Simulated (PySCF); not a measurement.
# C5H2: electronic excitations at several levels of theory

Aim: compute the electronic excitations of C5H2 (`[C]=C=C=C=C`) at several levels, and see how far they spread and what each costs.

Computed with PySCF 2.14.0, with density-fitted response routines of our own, on a single molecule in the gas phase. Atoms count from 0, in the outputs and in this text.

### Step 1. Starting geometry

7 atoms, charge 0, multiplicity 1; geometry from: GFN2-xTB.

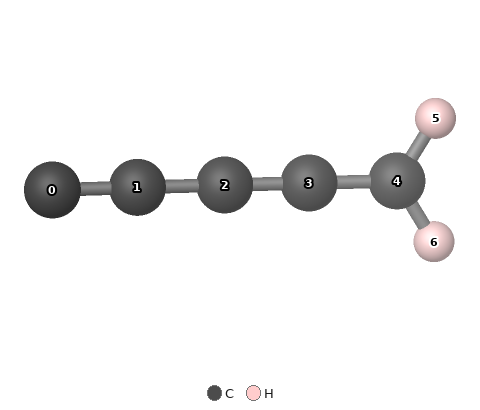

The starting geometry (carbon dark grey, hydrogen pink), atoms numbered.

### Step 2. Optimising the geometry at PBE0-D3(BJ)/def2-TZVP

What the job is given:

```
{"job": {"xc": "PBE0", "basis": "def2-TZVP", "d3": "d3bj", "grid": 2, "kind": "geom"}, "charge": 0, "multiplicity": 1}
C      2.664200     0.105930    -0.063000
C      1.394800     0.050710    -0.030560
C      0.093320    -0.000050     0.000660
C     -1.165160    -0.046060     0.026570
C     -2.476860    -0.091840     0.055010
H     -3.013610    -0.312440     0.966060
H     -3.067210     0.089830    -0.831200
```

Output:

```text
step   0  E = -191.31735326  max force = 0.018678
step   1  E = -191.31755678  max force = 0.001664
step   2  E = -191.31755831  max force = 0.000367
optimisation converged
```

Run time: 29 s. Hardware: 4 threads of Intel Xeon at 2.50GHz (Skylake/Cascade Lake), shared host.

Step by step:

```csv
step,energy from step 0 (eV),largest force component (eV/Å)
0,0.0000,0.9605
1,-0.0055,0.0856
2,-0.0056,0.0189
```

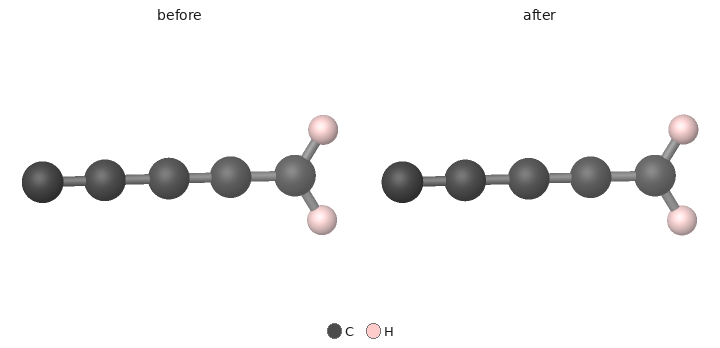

The geometry before (left) and after (right).

Close pairs (by a distance rule), those that changed most:

```csv
bond,before (Å),after (Å),change (Å)
C0–C1,1.271,1.279,+0.008
C4–H5,1.080,1.087,+0.007
C4–H6,1.080,1.087,+0.007
C1–C2,1.303,1.296,-0.007
C2–C3,1.260,1.262,+0.002
C3–C4,1.313,1.313,-0.000
```

The final coordinates are the input of the step that follows.

```csv
at the end point,value
"rotational constants (GHz, main isotopes)","291.0, 2.321, 2.303"
dipole moment (D),6.24
```

### Step 3. Excited states and response: CAM-B3LYP/def2-TZVPD

What the job is given:

```
{"job": {"kind": "uv", "xc": "CAM-B3LYP", "basis": "def2-TZVPD", "nstates": 12, "ntriplets": 4}, "charge": 0, "multiplicity": 1}
C      2.668469     0.104501    -0.061841
C      1.390488     0.051375    -0.031311
C      0.095731     0.002059    -0.001452
C     -1.164688    -0.044979     0.025895
C     -2.476240    -0.092965     0.056212
H     -3.016590    -0.314659     0.973437
H     -3.067690     0.090748    -0.837400
```

With the program's defaults for keys left out, this is: TDDFT CAM-B3LYP/def2-TZVPD, vertical, gas phase, core orbitals frozen in the response.

Output:

```text
coarse grid: 6672 points
cycle   1  E = -191.3951669165  dE =  8.286e-01  |g| = 3.316e-01  |ddm| = 2.179e+01
cycle   2  E = -191.3239880351  dE =  7.118e-02  |g| = 5.974e-01  |ddm| = 1.901e+00
cycle   3  E = -191.4424995064  dE = -1.185e-01  |g| = 5.314e-02  |ddm| = 8.941e-01
cycle   4  E = -191.4431299008  dE = -6.304e-04  |g| = 4.634e-02  |ddm| = 1.293e-01
cycle   5  E = -191.4437422846  dE = -6.124e-04  |g| = 1.157e-02  |ddm| = 5.185e-02
cycle   6  E = -191.4437998631  dE = -5.758e-05  |g| = 5.364e-03  |ddm| = 1.883e-02
cycle   7  E = -191.4438145570  dE = -1.469e-05  |g| = 3.345e-03  |ddm| = 9.168e-03
cycle   8  E = -191.4438212904  dE = -6.733e-06  |g| = 1.324e-03  |ddm| = 7.649e-03
final grid: 66784 points
cycle   9  E = -191.4410976154  dE = -1.856e-05  |g| = 2.930e-03  |ddm| = 1.553e-01
cycle  10  E = -191.4410963793  dE =  1.236e-06  |g| = 3.595e-03  |ddm| = 7.944e-03
cycle  11  E = -191.4410998344  dE = -3.455e-06  |g| = 8.040e-04  |ddm| = 4.648e-03
cycle  12  E = -191.4411000465  dE = -2.121e-07  |g| = 2.564e-04  |ddm| = 1.612e-03
cycle  13  E = -191.4411000793  dE = -3.276e-08  |g| = 1.502e-04  |ddm| = 4.147e-04
cycle  14  E = -191.4411000922  dE = -1.294e-08  |g| = 4.344e-05  |ddm| = 2.940e-04
cycle  15  E = -191.4411000943  dE = -2.123e-09  |g| = 3.532e-05  |ddm| = 1.324e-04
cycle  16  E = -191.4411000949  dE = -5.110e-10  |g| = 4.488e-06  |ddm| = 5.830e-05
converged SCF energy = -191.4411000949

Static polarisability (au): isotropic 76.527, principal 37.217 39.240 153.124

Singlet excitations
state   eV       nm        f      main configurations
  1   1.1672   1062.2   0.00000   H->L 0.99
  2   2.8731    431.5   0.00667   H-1->L 0.96
  3   3.8671    320.6   0.10118   H-2->L 0.72, H->L+1 0.26
  4   4.4952    275.8   0.00000   H-3->L 0.85, H->L+3 0.12
  5   5.5624    222.9   0.00000   H-2->L+1 0.97
  6   6.0345    205.5   0.02659   H-1->L+1 0.96
  7   6.0483    205.0   0.00001   H->L+3 0.83, H-3->L 0.12
  8   6.3530    195.2   0.01297   H->L+2 0.81, H->L+4 0.16
  9   6.3635    194.8   1.24519   H->L+1 0.36, H-4->L 0.33, H-2->L 0.18
 10   6.7037    184.9   0.80527   H-4->L 0.56, H->L+1 0.26
 11   7.3605    168.4   0.00219   H->L+4 0.74, H->L+2 0.15
 12   7.5619    164.0   0.00942   H-2->L+2 0.92

Triplet excitations (Tamm-Dancoff, eV): 0.8999 1.7104 1.9577 3.3326
```

Run time: 29 s. Hardware: 4 threads of Intel Xeon at 2.50GHz (Skylake/Cascade Lake), shared host.

Frontier orbitals and where they lie:

```csv
orbital,eV,atoms
HOMO−3,-12.15,"C2 34 %, C1 26 %, C3 18 %"
HOMO−2,-9.90,"C1 26 %, C4 22 %, C3 18 %"
HOMO−1,-9.77,"C0 81 %, C1 18 %"
HOMO,-8.56,"C0 29 %, C1 27 %, C3 18 %"
LUMO,-3.33,"C0 24 %, C4 21 %, C2 18 %"
LUMO+1,-0.32,"C0 26 %, C3 20 %, C1 18 %"
LUMO+2,0.39,"C4 45 %, C3 20 %, C2 11 %"
```

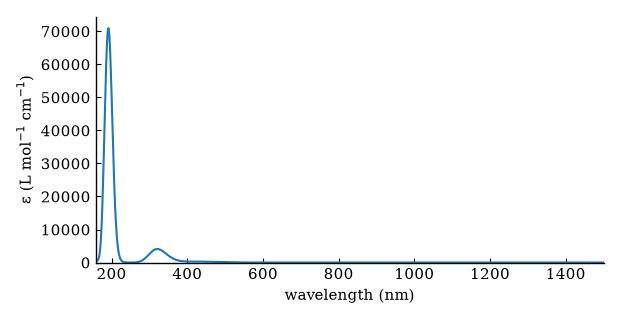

Absorption spectrum: each of the 12 states is a Gaussian band of 0.4 eV half-width at 1/e. Beyond the last state computed it falls off for lack of states.

Ground-state properties from the same run:

```csv
property,computed
dipole moment (D),6.26
polarisability (Å³),11.34
HOMO–LUMO gap (eV),5.23
−ε(HOMO) (eV),8.56
```

### Step 4. Excited states and response: PBE0/def2-TZVPD

The job, as its differences from that of step 3:

```diff
@@ -1,2 +1,2 @@
-{"job": {"kind": "uv", "xc": "CAM-B3LYP", "basis": "def2-TZVPD", "nstates": 12, "ntriplets": 4}, "charge": 0, "multiplicity": 1}
+{"job": {"kind": "uv", "xc": "PBE0", "basis": "def2-TZVPD", "nstates": 12, "ntriplets": 4}, "charge": 0, "multiplicity": 1}
 C      2.668469     0.104501    -0.061841
```

Method: TDDFT PBE0/def2-TZVPD, vertical, gas phase, core orbitals frozen in the response.

Output:

```text
coarse grid: 6672 points
cycle   1  E = -191.2824579897  dE =  7.641e-01  |g| = 3.171e-01  |ddm| = 2.170e+01
cycle   2  E = -191.0685368010  dE =  2.139e-01  |g| = 8.227e-01  |ddm| = 1.827e+00
cycle   3  E = -191.3200172867  dE = -2.515e-01  |g| = 9.876e-02  |ddm| = 9.386e-01
cycle   4  E = -191.3213190398  dE = -1.302e-03  |g| = 7.076e-02  |ddm| = 1.747e-01
cycle   5  E = -191.3225997742  dE = -1.281e-03  |g| = 2.493e-02  |ddm| = 6.818e-02
cycle   6  E = -191.3227393476  dE = -1.396e-04  |g| = 8.718e-03  |ddm| = 2.262e-02
cycle   7  E = -191.3227578494  dE = -1.850e-05  |g| = 2.019e-03  |ddm| = 8.128e-03
cycle   8  E = -191.3227594069  dE = -1.557e-06  |g| = 6.221e-04  |ddm| = 2.794e-03
final grid: 66784 points
cycle   9  E = -191.3136389294  dE = -2.638e-05  |g| = 4.159e-03  |ddm| = 1.475e-01
cycle  10  E = -191.3136364124  dE =  2.517e-06  |g| = 4.756e-03  |ddm| = 1.223e-02
cycle  11  E = -191.3136402533  dE = -3.841e-06  |g| = 2.698e-03  |ddm| = 5.382e-03
cycle  12  E = -191.3136429768  dE = -2.724e-06  |g| = 4.084e-04  |ddm| = 3.369e-03
cycle  13  E = -191.3136430134  dE = -3.660e-08  |g| = 2.075e-04  |ddm| = 4.546e-04
cycle  14  E = -191.3136430252  dE = -1.181e-08  |g| = 5.884e-05  |ddm| = 1.864e-04
cycle  15  E = -191.3136430261  dE = -8.603e-10  |g| = 7.652e-06  |ddm| = 4.533e-05
converged SCF energy = -191.3136430261

Static polarisability (au): isotropic 75.854, principal 36.874 39.108 151.580

Singlet excitations
state   eV       nm        f      main configurations
  1   1.2070   1027.2   0.00000   H->L 1.00
  2   2.4261    511.0   0.00421   H-1->L 0.99
  3   3.8387    323.0   0.08648   H-2->L 0.71, H->L+1 0.28
  4   4.4325    279.7   0.00000   H-3->L 0.95
  5   5.5587    223.0   0.01968   H-1->L+1 0.97
  6   5.5632    222.9   0.00043   H->L+3 0.62, H-2->L+1 0.31
  7   5.7133    217.0   0.00000   H-2->L+1 0.68, H->L+3 0.31
  8   6.1933    200.2   0.24735   H-4->L 0.81
  9   6.2371    198.8   0.00070   H->L+2 0.96
 10   6.5252    190.0   1.75632   H->L+1 0.53, H-2->L 0.21, H-2->L+3 0.10
 11   6.9727    177.8   0.02485   H-1->L+3 0.98
 12   7.1483    173.4   0.00014   H->L+4 0.95

Triplet excitations (Tamm-Dancoff, eV): 0.8662 1.3680 1.9303 3.2728
```

It took 26 s on 4 threads of Intel Xeon at 2.50GHz (Skylake/Cascade Lake), shared host.

Key values: HOMO -7.33 eV, LUMO -4.39 eV; lowest singlet 1.21 eV.

### Step 5. Excited states and response: PBE/def2-TZVPD

The job, as its differences from that of step 4:

```diff
@@ -1,2 +1,2 @@
-{"job": {"kind": "uv", "xc": "PBE0", "basis": "def2-TZVPD", "nstates": 12, "ntriplets": 4}, "charge": 0, "multiplicity": 1}
+{"job": {"kind": "uv", "xc": "PBE", "basis": "def2-TZVPD", "nstates": 12, "ntriplets": 4}, "charge": 0, "multiplicity": 1}
 C      2.668469     0.104501    -0.061841
```

With the program's defaults for keys left out, this is: TDDFT PBE/def2-TZVPD, vertical, gas phase, core orbitals frozen in the response.

Output:

```text
coarse grid: 6672 points
cycle   1  E = -191.2717316457  dE =  6.506e-01  |g| = 4.021e-01  |ddm| = 2.179e+01
cycle   2  E = -189.7697096101  dE =  1.502e+00  |g| = 1.712e+00  |ddm| = 2.226e+00
cycle   3  E = -191.2722569115  dE = -1.503e+00  |g| = 4.315e-01  |ddm| = 2.642e+00
cycle   4  E = -191.3064113812  dE = -3.415e-02  |g| = 2.741e-01  |ddm| = 7.155e-01
cycle   5  E = -191.3248202898  dE = -1.841e-02  |g| = 1.032e-01  |ddm| = 2.461e-01
cycle   6  E = -191.3277421275  dE = -2.922e-03  |g| = 3.347e-02  |ddm| = 9.657e-02
cycle   7  E = -191.3280965914  dE = -3.545e-04  |g| = 9.124e-03  |ddm| = 4.210e-02
cycle   8  E = -191.3281168275  dE = -2.024e-05  |g| = 2.249e-03  |ddm| = 7.237e-03
cycle   9  E = -191.3281178050  dE = -9.775e-07  |g| = 1.289e-03  |ddm| = 2.702e-03
final grid: 66784 points
cycle  10  E = -191.3172859298  dE = -3.679e-05  |g| = 7.888e-03  |ddm| = 1.964e-01
cycle  11  E = -191.3172228195  dE =  6.311e-05  |g| = 1.490e-02  |ddm| = 3.696e-02
cycle  12  E = -191.3172419606  dE = -1.914e-05  |g| = 1.299e-02  |ddm| = 2.704e-02
cycle  13  E = -191.3173014252  dE = -5.946e-05  |g| = 2.145e-03  |ddm| = 1.020e-02
cycle  14  E = -191.3173026738  dE = -1.249e-06  |g| = 5.595e-04  |ddm| = 2.323e-03
cycle  15  E = -191.3173027222  dE = -4.844e-08  |g| = 4.546e-04  |ddm| = 8.225e-04
cycle  16  E = -191.3173027799  dE = -5.763e-08  |g| = 3.619e-05  |ddm| = 3.154e-04
cycle  17  E = -191.3173027801  dE = -2.322e-10  |g| = 1.921e-05  |ddm| = 4.590e-05
converged SCF energy = -191.3173027801

Static polarisability (au): isotropic 76.273, principal 37.445 39.990 151.383

Singlet excitations
state   eV       nm        f      main configurations
  1   1.2232   1013.6   0.00000   H->L 1.00
  2   1.6921    732.7   0.00180   H-1->L 0.99
  3   3.7701    328.9   0.06692   H-2->L 0.69, H->L+1 0.29
  4   4.1299    300.2   0.00000   H-3->L 1.00
  5   4.7755    259.6   0.01307   H-1->L+1 0.99
  6   5.1627    240.2   0.00000   H->L+2 0.98
  7   5.6549    219.3   0.00119   H->L+3 1.00
  8   5.6734    218.5   0.02060   H-4->L 0.86, H-2->L+2 0.08
  9   5.7170    216.9   0.00000   H-2->L+1 0.98
 10   5.8122    213.3   0.01829   H-1->L+2 0.98
 11   5.9297    209.1   0.00348   H-1->L+3 1.00
 12   6.3420    195.5   1.79226   H->L+1 0.54, H-2->L 0.25

Triplet excitations (Tamm-Dancoff, eV): 0.8875 0.9525 2.0728 3.3303
```

Wall time 24 s (4 threads of Intel Xeon at 2.50GHz (Skylake/Cascade Lake), shared host).

This run: HOMO -6.31 eV, LUMO -5.19 eV; lowest singlet 1.22 eV.

### Step 6. Excited states and response: B3LYP/def2-TZVPD

The job, as its differences from that of step 5:

```diff
@@ -1,2 +1,2 @@
-{"job": {"kind": "uv", "xc": "PBE", "basis": "def2-TZVPD", "nstates": 12, "ntriplets": 4}, "charge": 0, "multiplicity": 1}
+{"job": {"kind": "uv", "xc": "B3LYP", "basis": "def2-TZVPD", "nstates": 12, "ntriplets": 4}, "charge": 0, "multiplicity": 1}
 C      2.668469     0.104501    -0.061841
```

Level: TDDFT B3LYP/def2-TZVPD, vertical, gas phase, core orbitals frozen in the response.

Output:

```text
coarse grid: 6672 points
cycle   1  E = -191.5289166321  dE =  7.300e-01  |g| = 3.326e-01  |ddm| = 2.175e+01
cycle   2  E = -191.2629697858  dE =  2.659e-01  |g| = 8.985e-01  |ddm| = 2.577e+00
cycle   3  E = -191.5674701639  dE = -3.045e-01  |g| = 1.337e-01  |ddm| = 1.431e+00
cycle   4  E = -191.5705815425  dE = -3.111e-03  |g| = 7.962e-02  |ddm| = 2.193e-01
cycle   5  E = -191.5721844395  dE = -1.603e-03  |g| = 3.294e-02  |ddm| = 8.914e-02
cycle   6  E = -191.5724299071  dE = -2.455e-04  |g| = 1.090e-02  |ddm| = 3.335e-02
cycle   7  E = -191.5724584867  dE = -2.858e-05  |g| = 2.350e-03  |ddm| = 9.935e-03
cycle   8  E = -191.5724604133  dE = -1.927e-06  |g| = 5.508e-04  |ddm| = 2.977e-03
final grid: 66784 points
cycle   9  E = -191.5689208232  dE = -2.307e-05  |g| = 3.634e-03  |ddm| = 1.738e-01
cycle  10  E = -191.5689112777  dE =  9.546e-06  |g| = 6.261e-03  |ddm| = 9.894e-03
cycle  11  E = -191.5689211243  dE = -9.847e-06  |g| = 2.776e-03  |ddm| = 7.843e-03
cycle  12  E = -191.5689239884  dE = -2.864e-06  |g| = 3.630e-04  |ddm| = 4.560e-03
cycle  13  E = -191.5689240130  dE = -2.461e-08  |g| = 1.826e-04  |ddm| = 4.169e-04
cycle  14  E = -191.5689240220  dE = -8.973e-09  |g| = 6.152e-05  |ddm| = 2.250e-04
cycle  15  E = -191.5689240229  dE = -9.743e-10  |g| = 8.990e-06  |ddm| = 4.658e-05
converged SCF energy = -191.5689240229

Static polarisability (au): isotropic 76.464, principal 37.326 39.562 152.504

Singlet excitations
state   eV       nm        f      main configurations
  1   1.2252   1012.0   0.00000   H->L 1.00
  2   2.3842    520.0   0.00396   H-1->L 1.00
  3   3.7928    326.9   0.07977   H-2->L 0.70, H->L+1 0.28
  4   4.3858    282.7   0.00000   H-3->L 0.96
  5   5.4515    227.4   0.01893   H-1->L+1 0.98
  6   5.4546    227.3   0.00025   H->L+3 0.83, H-2->L+1 0.12
  7   5.6202    220.6   0.00000   H-2->L+1 0.88, H->L+3 0.12
  8   5.9597    208.0   0.00076   H->L+2 0.97
  9   6.0688    204.3   0.15144   H-4->L 0.84
 10   6.4288    192.9   1.79930   H->L+1 0.54, H-2->L 0.23, H-2->L+3 0.10
 11   6.7861    182.7   0.02422   H-1->L+3 0.99
 12   6.8706    180.5   0.00003   H->L+4 0.97

Triplet excitations (Tamm-Dancoff, eV): 0.9246 1.4390 2.0207 3.3200
```

Wall time 27 s (4 threads of Intel Xeon at 2.50GHz (Skylake/Cascade Lake), shared host).

In short: HOMO -7.13 eV, LUMO -4.52 eV; lowest singlet 1.23 eV.

### Step 7. Side by side: electronic excitations

Excitations and ground-state properties, with basis size and wall time:

```csv
run,lowest singlet (eV),brightest (eV),f,gap (eV),α (Å³),μ (D),functions,time
CAM-B3LYP/def2-TZVPD,1.17,6.36,1.245,5.23,11.34,6.26,203,29 s
PBE0/def2-TZVPD,1.21,6.53,1.756,2.95,11.24,6.27,203,26 s
PBE/def2-TZVPD,1.22,6.34,1.792,1.12,11.30,6.29,203,24 s
B3LYP/def2-TZVPD,1.23,6.43,1.799,2.60,11.33,6.24,203,27 s
```

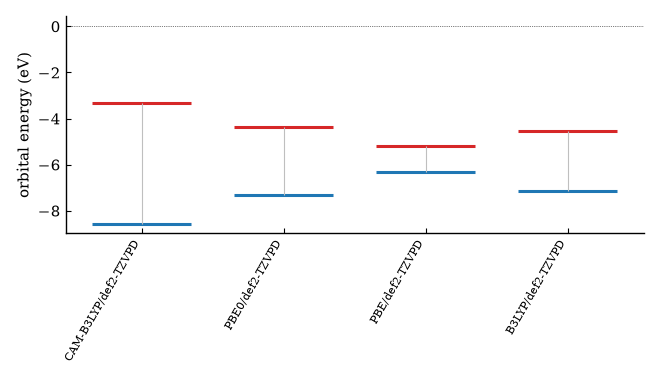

HOMO (blue) and LUMO (red) run by run.

### Step 8. Results

| quantity | value |
| --- | --- |
| rotational constants (main isotopes) | 290.99, 2.32, 2.30 GHz |
| lowest singlet (CAM-B3LYP/def2-TZVPD) | 1.17 eV (1062 nm), f = 0.000 |
| brightest single state of those computed | state 9, 6.36 eV, f = 1.245 |
| lowest triplet | 0.90 eV |
| range of the lowest singlet | 1.17 to 1.23 eV |

**Reading.** Single values in the summary come from the first sound run of each kind (CAM-B3LYP/def2-TZVPD), which need not be the best level. The optimisation took 2 steps and gained 0.006 eV; among the close pairs (by a distance rule), C0–C1 changed most, from 1.271 to 1.279 Å. The first singlet state (HOMO→LUMO 0.99) lies at 1.17 eV and is dark; of the 12 states computed, the strongest absorption comes from state 9 at 6.36 eV. The lowest triplet lies 0.27 eV below the lowest singlet (triplets in Tamm-Dancoff, singlets in full TDDFT). The lowest singlet runs from 1.17 eV (CAM-B3LYP/def2-TZVPD) to 1.23 eV (B3LYP/def2-TZVPD), while the orbital gap spans 1.12 to 5.23 eV: the excitation energy moves far less from run to run than the orbital gap does. The lowest state need not be the same one in every run.
